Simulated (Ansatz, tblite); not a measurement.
# [(RSn)12O14(OH)6]2+, R = H (Sn12H18O20 (+2)): charged states by level of theory

Aim: the energy of removing and adding an electron for [(RSn)12O14(OH)6]2+, R = H (Sn12H18O20 (+2)), by energy differences, and how well orbital energies stand in for it.

The runs use Ansatz 0.2.0, Gaussian basis; as each input shows.

The runs, in order: charge +3 doublet, at the geometry of the singlet (PBE0-D4/def2-SVP, PBE-D4/def2-SVP, B3LYP-D4/def2-SVP); charge +1 doublet, at the geometry of the singlet (PBE0-D4/def2-SVP, PBE-D4/def2-SVP, B3LYP-D4/def2-SVP); the starting singlet's energies come from earlier runs.

4 further runs of the same task are left out: 1 for a known fault of the program, 1 that didn't finish, 2 set aside as unsound or not needed.

## (1) The relaxed structure

The singlet was relaxed beforehand with r2SCAN-D4/def2-SVP.

50 atoms, charge 2, spin multiplicity 1.

Atoms are counted from 1 here; the program's logs count them from 0.

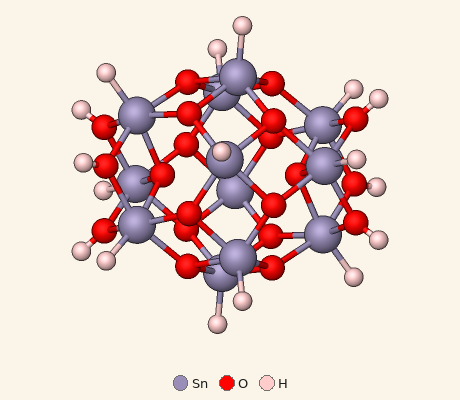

The structure; tin purple, oxygen red, hydrogen pink.

Sn takes a core potential in the def2 sets. No spin-orbit coupling is included. The ion is computed in the gas phase, without counter-ions or solvent.

## (2) Charge +3 doublet at the fixed geometry, PBE0-D4/def2-SVP

in.yaml

```yaml
crystal:
  periodic: [false, false, false]
  atoms:
    - {symbol: Sn, position_ang: [0.178868, 1.867830, 2.915060]}
    - {symbol: Sn, position_ang: [1.869203, 2.913950, 0.179293]}
    - {symbol: Sn, position_ang: [2.914382, 0.177418, 1.868894]}
    - {symbol: Sn, position_ang: [0.231574, 1.962746, -2.565931]}
    - {symbol: Sn, position_ang: [1.961941, -2.566884, 0.230588]}
    - {symbol: Sn, position_ang: [-2.566483, 0.231375, 1.962359]}
    - {symbol: Sn, position_ang: [-0.231577, -1.962770, 2.566016]}
    - {symbol: Sn, position_ang: [-1.961981, 2.566900, -0.230549]}
    - {symbol: Sn, position_ang: [2.566499, -0.231397, -1.962346]}
    - {symbol: Sn, position_ang: [-0.178893, -1.867855, -2.914934]}
    - {symbol: Sn, position_ang: [-1.869203, -2.913992, -0.179206]}
    - {symbol: Sn, position_ang: [-2.914392, -0.177469, -1.868823]}
    - {symbol: O, position_ang: [1.196387, 1.195597, 1.196620]}
    - {symbol: O, position_ang: [-0.768199, -0.031899, 3.037296]}
    - {symbol: O, position_ang: [-1.575273, 2.081402, 1.732329]}
    - {symbol: O, position_ang: [-0.030844, 3.037101, -0.767290]}
    - {symbol: O, position_ang: [2.081849, 1.731723, -1.575254]}
    - {symbol: O, position_ang: [1.731671, -1.576686, 2.081299]}
    - {symbol: O, position_ang: [3.036960, -0.768651, -0.031485]}
    - {symbol: O, position_ang: [-1.731707, 1.576659, -2.081286]}
    - {symbol: O, position_ang: [0.768157, 0.031871, -3.037276]}
    - {symbol: O, position_ang: [0.030820, -3.037094, 0.767353]}
    - {symbol: O, position_ang: [1.575280, -2.081352, -1.732288]}
    - {symbol: O, position_ang: [-2.081833, -1.731725, 1.575287]}
    - {symbol: O, position_ang: [-3.036906, 0.768672, 0.031508]}
    - {symbol: O, position_ang: [-1.196406, -1.195621, -1.196564]}
    - {symbol: O, position_ang: [1.019975, 3.612165, 2.011624]}
    - {symbol: O, position_ang: [2.010664, 1.017630, 3.613420]}
    - {symbol: O, position_ang: [3.613162, 2.009815, 1.020168]}
    - {symbol: O, position_ang: [-1.019684, -3.612195, -2.011310]}
    - {symbol: O, position_ang: [-2.010801, -1.017910, -3.613306]}
    - {symbol: O, position_ang: [-3.613171, -2.009672, -1.019745]}
    - {symbol: H, position_ang: [0.988019, 4.523120, 2.340186]}
    - {symbol: H, position_ang: [2.338609, 0.984442, 4.524552]}
    - {symbol: H, position_ang: [4.524669, 2.336524, 0.985395]}
    - {symbol: H, position_ang: [-0.986971, -4.523248, -2.339492]}
    - {symbol: H, position_ang: [-2.337861, -0.983070, -4.524688]}
    - {symbol: H, position_ang: [-4.524631, -2.336547, -0.985444]}
    - {symbol: H, position_ang: [-0.333545, 2.573665, 4.374661]}
    - {symbol: H, position_ang: [2.575166, 4.373630, -0.332692]}
    - {symbol: H, position_ang: [4.374077, -0.335012, 2.574529]}
    - {symbol: H, position_ang: [0.344797, 2.979997, -3.913587]}
    - {symbol: H, position_ang: [2.978541, -3.915076, 0.343246]}
    - {symbol: H, position_ang: [-3.914476, 0.344344, 2.979201]}
    - {symbol: H, position_ang: [-0.344929, -2.980162, 3.913534]}
    - {symbol: H, position_ang: [-2.978679, 3.914978, -0.343378]}
    - {symbol: H, position_ang: [3.914376, -0.344331, -2.979323]}
    - {symbol: H, position_ang: [0.332511, -2.573555, -4.374926]}
    - {symbol: H, position_ang: [-2.575741, -4.373738, 0.331761]}
    - {symbol: H, position_ang: [-4.373991, 0.334335, -2.575044]}
basis:
  gaussian: {orbitals: def2-SVP, fitting: {mean_field: def2-universal-jkfit}}
total_charge: 3
magnetization: {spin_polarized: true, initial_magnetization: 1}
hamiltonian: {xc: pbe0, dispersion: d4}
scf: {omitted_lower_state_checks: [starts]}
output: {orbitals: {seedname: orbitals}}
```

Run with:

```console
> ansatz run in.yaml --threads 4 --pin off --events-out ev --progress --plain --max-ram 46080MiB --backend cuda --devices 0, --max-vram 37GiB
```

Standard output:

```text
Functional definition: PBE0
  name "PBE0"
  cite "Adamo & Barone, J. Chem. Phys. 110, 6158 (1999) doi:10.1063/1.478522"
  cite "Perdew, Burke & Ernzerhof, Phys. Rev. Lett. 77, 3865 (1996) doi:10.1103/PhysRevLett.77.3865"
  parent pbe
  parameter a = 0.25
  parameter kappa = 0.804
  parameter beta = 0.06672455060314922
  exchange = (1 - a)*pbe_x(kappa = kappa, mu = beta*pi^2/3) + a*exact_x
  correlation = pbe_c(beta = beta)
these checks for a lower state are left out or cut short: starts
4480 factors; integrals over basis functions are off by at most 2.8e-1 eV
mean field evaluation 1: about -111011.9160 eV, gradient 1.8e2 eV
mean field evaluation 2: about -110423.0151 eV, gradient 4.0e2 eV
mean field evaluation 4: about -111108.7008 eV, gradient 7.2e1 eV
mean field evaluation 8: about -111131.0367 eV, gradient 3.2e0 eV
mean field evaluation 16: about -111131.0995 eV, gradient 1.7e-1 eV
mean field evaluation 32: about -111131.1009 eV, gradient 6.1e-4 eV
mean field -111131.10093333 eV, -4083.9926319343 hartree, gradient 7.0e-6 eV, S^2 0.755981; 0 other end points of the search recorded, 0 dependent functions left out
reference -111131.10101249 eV, -4083.9926348432 hartree; 220, 219 occupied and 462, 463 virtual orbitals, 4480 factors
Total energy: -111134.77069513 eV, -4084.1274931927 hartree
Checks for a lower state left out: starts
```

It took 35 s on 1 × H100 (card shared with other runs) with 4 threads of AMD EPYC 7R13, shared host; peak host memory 1.5 GiB.

From the report: HOMO -16.40 eV, LUMO -15.70 eV (over both spins); ⟨S²⟩ 0.756 (pure: 0.75).

## (3) Charge +3 doublet at the fixed geometry, PBE-D4/def2-SVP

start.molden holds the orbitals of an earlier run on this state, given as this run's starting guess.

in.yaml: that of step 2 with these lines changed.

```diff
@@ -54,6 +54,6 @@
 basis:
-  gaussian: {orbitals: def2-SVP, fitting: {mean_field: def2-universal-jkfit}}
+  gaussian: {orbitals: def2-SVP, fitting: {mean_field: def2-universal-jkfit}, initial_orbitals: start.molden}
 total_charge: 3
 magnetization: {spin_polarized: true, initial_magnetization: 1}
-hamiltonian: {xc: pbe0, dispersion: d4}
+hamiltonian: {xc: pbe, dispersion: d4}
 scf: {omitted_lower_state_checks: [starts]}
```

Launched as before.

Standard output:

```text
Functional definition: PBE
  name "PBE"
  cite "Perdew, Burke & Ernzerhof, Phys. Rev. Lett. 77, 3865 (1996) doi:10.1103/PhysRevLett.77.3865"
  parent pbe
  parameter kappa = 0.804
  parameter beta = 0.06672455060314922
  exchange = pbe_x(kappa = kappa, mu = beta*pi^2/3)
  correlation = pbe_c(beta = beta)
these checks for a lower state are left out or cut short: starts
4480 factors; integrals over basis functions are off by at most 2.8e-1 eV
mean field evaluation 1: about -111128.6390 eV, gradient 1.3e1 eV
mean field evaluation 2: about -111129.7625 eV, gradient 1.0e0 eV
mean field evaluation 4: about -111129.7630 eV, gradient 1.4e-1 eV
mean field evaluation 8: about -111129.7658 eV, gradient 7.1e-2 eV
mean field evaluation 16: about -111129.7671 eV, gradient 2.4e-5 eV
mean field -111129.76711153 eV, -4083.9436148871 hartree, gradient 2.9e-6 eV, S^2 0.751819; 0 other end points of the search recorded, 0 dependent functions left out
reference -111129.76721629 eV, -4083.9436187371 hartree; 220, 219 occupied and 462, 463 virtual orbitals, 4480 factors
Total energy: -111133.82845949 eV, -4084.0928666719 hartree
Checks for a lower state left out: starts
```

Run time: 19 s. Hardware: 1 × H100 (card shared with other runs) with 4 threads of AMD EPYC 7R13, shared host; peak host memory 1.5 GiB.

From the report: HOMO -15.14 eV, LUMO -15.24 eV (over both spins; with the spin held, an empty level of the minority spin lies below the top filled one); ⟨S²⟩ 0.752 (pure: 0.75).

## (4) Charge +3 doublet at the fixed geometry, B3LYP-D4/def2-SVP

in.yaml: that of step 3 with these lines changed.

```diff
@@ -57,3 +57,3 @@
 magnetization: {spin_polarized: true, initial_magnetization: 1}
-hamiltonian: {xc: pbe, dispersion: d4}
+hamiltonian: {xc: {name: B3LYP}, dispersion: d4}
 scf: {omitted_lower_state_checks: [starts]}
```

The command is unchanged.

Standard output, shortened:

```text
Functional definition: B3LYP
  name "B3LYP"
  cite "Stephens, Devlin, Chabalowski & Frisch, J. Phys. Chem. 98, 11623 (1994) doi:10.1021/j100096a001"
  cite "Becke, Phys. Rev. A 38, 3098 (1988) doi:10.1103/PhysRevA.38.3098"
  cite "Lee, Yang & Parr, Phys. Rev. B 37, 785 (1988) doi:10.1103/PhysRevB.37.785"
  cite "Vosko, Wilk & Nusair, Can. J. Phys. 58, 1200 (1980) doi:10.1139/p80-159"
[...]
4480 factors; integrals over basis functions are off by at most 2.8e-1 eV
[...]
mean field -111193.45822693 eV, -4086.2842202067 hartree, gradient 4.7e-6 eV, S^2 0.755208; 0 other end points of the search recorded, 0 dependent functions left out
reference -111193.45885452 eV, -4086.2842432700 hartree; 220, 219 occupied and 462, 463 virtual orbitals, 4480 factors
Total energy: -111200.00558329 eV, -4086.5248311151 hartree
Checks for a lower state left out: starts
```

Wall time 30 s (1 × H100 (card shared with other runs) with 4 threads of AMD EPYC 7R13, shared host); peak host memory 1.5 GiB.

Report: HOMO -16.17 eV, LUMO -15.63 eV (over both spins); ⟨S²⟩ 0.755 (pure: 0.75).

## (5) Vertical ionisation energy

Charged state less starting state, singlet to doublet; the starting state's energies are those of its earlier runs.

| level | vertical ionisation energy (eV) | time |
| --- | --- | --- |
| PBE-D4/def2-SVP | +13.76 | 27 s |
| B3LYP-D4/def2-SVP | +14.54 | 42 s |
| PBE0-D4/def2-SVP | +14.66 | 42 s |

Times add the two runs; a level without a time comes out of a correlated run.

Beside −ε(HOMO) of the starting state:

| level | −ε(HOMO) (eV) | by difference (eV) | mismatch (eV) |
| --- | --- | --- | --- |
| PBE-D4/def2-SVP | 12.16 | 13.76 | -1.60 |
| B3LYP-D4/def2-SVP | 13.27 | 14.54 | -1.27 |
| PBE0-D4/def2-SVP | 13.52 | 14.66 | -1.14 |

## (6) Charge +1 doublet at the fixed geometry, PBE0-D4/def2-SVP

in.yaml: that of step 4 with these lines changed.

```diff
@@ -54,6 +54,6 @@
 basis:
-  gaussian: {orbitals: def2-SVP, fitting: {mean_field: def2-universal-jkfit}, initial_orbitals: start.molden}
-total_charge: 3
+  gaussian: {orbitals: def2-SVP, fitting: {mean_field: def2-universal-jkfit}}
+total_charge: 1
 magnetization: {spin_polarized: true, initial_magnetization: 1}
-hamiltonian: {xc: {name: B3LYP}, dispersion: d4}
+hamiltonian: {xc: pbe0, dispersion: d4}
 scf: {omitted_lower_state_checks: [starts]}
```

Launched as before.

Standard output, shortened:

```text
Functional definition: PBE0
  name "PBE0"
  cite "Adamo & Barone, J. Chem. Phys. 110, 6158 (1999) doi:10.1063/1.478522"
  cite "Perdew, Burke & Ernzerhof, Phys. Rev. Lett. 77, 3865 (1996) doi:10.1103/PhysRevLett.77.3865"
  parent pbe
[...]
4480 factors; integrals over basis functions are off by at most 2.8e-1 eV
[...]
mean field -111151.94162107 eV, -4084.7585130822 hartree, gradient 1.6e-5 eV, S^2 0.753029; 0 other end points of the search recorded, 0 dependent functions left out
reference -111151.94169995 eV, -4084.7585159812 hartree; 221, 220 occupied and 461, 462 virtual orbitals, 4480 factors
Total energy: -111155.71754347 eV, -4084.8972756712 hartree
Checks for a lower state left out: starts
```

Run time: 14 s. Hardware: 1 × H100 (card shared with other runs) with 4 threads of AMD EPYC 7R13, shared host; peak host memory 1.4 GiB.

Report: HOMO -5.19 eV, LUMO -4.19 eV (over both spins); ⟨S²⟩ 0.753 (pure: 0.75).

## (7) Charge +1 doublet at the fixed geometry, PBE-D4/def2-SVP

in.yaml: that of step 6 with these lines changed.

```diff
@@ -54,6 +54,6 @@
 basis:
-  gaussian: {orbitals: def2-SVP, fitting: {mean_field: def2-universal-jkfit}}
+  gaussian: {orbitals: def2-SVP, fitting: {mean_field: def2-universal-jkfit}, initial_orbitals: start.molden}
 total_charge: 1
 magnetization: {spin_polarized: true, initial_magnetization: 1}
-hamiltonian: {xc: pbe0, dispersion: d4}
+hamiltonian: {xc: pbe, dispersion: d4}
 scf: {omitted_lower_state_checks: [starts]}
```

Same command.

Standard output:

```text
Functional definition: PBE
  name "PBE"
  cite "Perdew, Burke & Ernzerhof, Phys. Rev. Lett. 77, 3865 (1996) doi:10.1103/PhysRevLett.77.3865"
  parent pbe
  parameter kappa = 0.804
  parameter beta = 0.06672455060314922
  exchange = pbe_x(kappa = kappa, mu = beta*pi^2/3)
  correlation = pbe_c(beta = beta)
these checks for a lower state are left out or cut short: starts
4480 factors; integrals over basis functions are off by at most 2.8e-1 eV
mean field evaluation 1: about -111148.9930 eV, gradient 1.3e1 eV
mean field evaluation 2: about -111150.1103 eV, gradient 9.7e-1 eV
mean field evaluation 4: about -111150.1027 eV, gradient 6.5e-2 eV
mean field -111150.10270121 eV, -4084.6909340237 hartree, gradient 6.3e-5 eV, S^2 0.751055; 0 other end points of the search recorded, 0 dependent functions left out
reference -111150.10280661 eV, -4084.6909378972 hartree; 221, 220 occupied and 461, 462 virtual orbitals, 4480 factors
Total energy: -111154.28114679 eV, -4084.8444890668 hartree
Checks for a lower state left out: starts
```

Run time: 9 s. Hardware: 1 × H100 (card shared with other runs) with 4 threads of AMD EPYC 7R13, shared host; peak host memory 1.4 GiB.

Report: HOMO -5.16 eV, LUMO -5.06 eV (over both spins); ⟨S²⟩ 0.751 (pure: 0.75).

## (8) Charge +1 doublet at the fixed geometry, B3LYP-D4/def2-SVP

in.yaml: that of step 7 with these lines changed.

```diff
@@ -57,3 +57,3 @@
 magnetization: {spin_polarized: true, initial_magnetization: 1}
-hamiltonian: {xc: pbe, dispersion: d4}
+hamiltonian: {xc: {name: B3LYP}, dispersion: d4}
 scf: {omitted_lower_state_checks: [starts]}
```

Same command.

Standard output, shortened:

```text
Functional definition: B3LYP
  name "B3LYP"
  cite "Stephens, Devlin, Chabalowski & Frisch, J. Phys. Chem. 98, 11623 (1994) doi:10.1021/j100096a001"
  cite "Becke, Phys. Rev. A 38, 3098 (1988) doi:10.1103/PhysRevA.38.3098"
  cite "Lee, Yang & Parr, Phys. Rev. B 37, 785 (1988) doi:10.1103/PhysRevB.37.785"
  cite "Vosko, Wilk & Nusair, Can. J. Phys. 58, 1200 (1980) doi:10.1139/p80-159"
[...]
4480 factors; integrals over basis functions are off by at most 2.8e-1 eV
[...]
mean field -111214.29768307 eV, -4087.0500560945 hartree, gradient 1.1e-5 eV, S^2 0.752612; 0 other end points of the search recorded, 0 dependent functions left out
reference -111214.29832324 eV, -4087.0500796202 hartree; 221, 220 occupied and 461, 462 virtual orbitals, 4480 factors
Total energy: -111221.02470603 eV, -4087.2972696283 hartree
Checks for a lower state left out: starts
```

It took 11 s on 1 × H100 (card shared with other runs) with 4 threads of AMD EPYC 7R13, shared host; peak host memory 1.4 GiB.

Report: HOMO -5.25 eV, LUMO -4.45 eV (over both spins); ⟨S²⟩ 0.753 (pure: 0.75).

## (9) Vertical electron affinity

Starting state less charged state (positive: the electron is bound), singlet to doublet; the starting state's energies are those of its earlier runs.

| level | vertical electron affinity (eV) | time |
| --- | --- | --- |
| PBE-D4/def2-SVP | +6.70 | 17 s |
| B3LYP-D4/def2-SVP | +6.48 | 23 s |
| PBE0-D4/def2-SVP | +6.29 | 20 s |

Times add the two runs; a level without a time comes out of a correlated run.

Beside −ε(LUMO) of the starting state:

| level | −ε(LUMO) (eV) | by difference (eV) | mismatch (eV) |
| --- | --- | --- | --- |
| PBE-D4/def2-SVP | 8.12 | 6.70 | +1.42 |
| B3LYP-D4/def2-SVP | 7.53 | 6.48 | +1.05 |
| PBE0-D4/def2-SVP | 7.28 | 6.29 | +0.99 |

## (10) What came out

```
                                           quantity                                 value
vertical ionisation energy, functionals in def2-SVP  13.76 (PBE-D4) to 14.66 eV (PBE0-D4)
vertical electron affinity, functionals in def2-SVP    6.29 (PBE0-D4) to 6.70 eV (PBE-D4)
```

In words: The vertical ionisation energy spans 13.76 to 14.66 eV over the functionals. −ε(HOMO) misses the level's own difference by -1.14 eV at best (PBE0-D4) and -1.60 eV at worst (PBE-D4). The vertical electron affinity spans 6.29 to 6.70 eV over the functionals. −ε(LUMO) misses the level's own difference by +0.99 eV at best (PBE0-D4) and +1.42 eV at worst (PBE-D4).
